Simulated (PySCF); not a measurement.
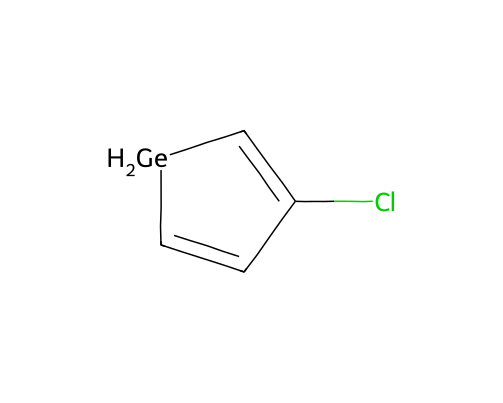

Structural formula above. The computed structure is the end point of a PBE0-D3(BJ)/def2-SVP optimisation. No frequency run is at hand to confirm it as a minimum.

What does the molecule look like in three dimensions?

It has 11 atoms: 4 carbon, 5 hydrogen, 1 chlorine and 1 germanium (C₄H₅ClGe). Its SMILES string is `ClC1=[CH][GeH2][CH]=C1`. Among its groups: alkene, C–Cl bond. This geometry has Cs symmetry. Coordination, clear cases only: 4 C trigonal planar.

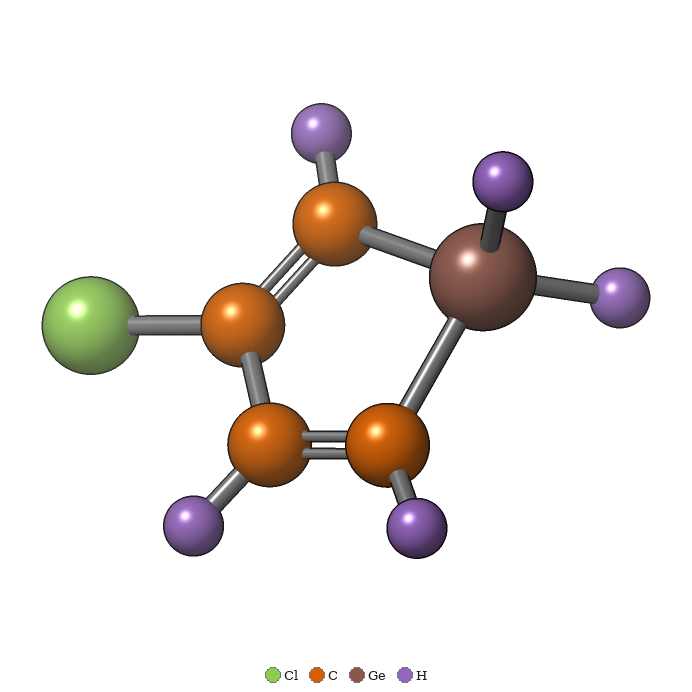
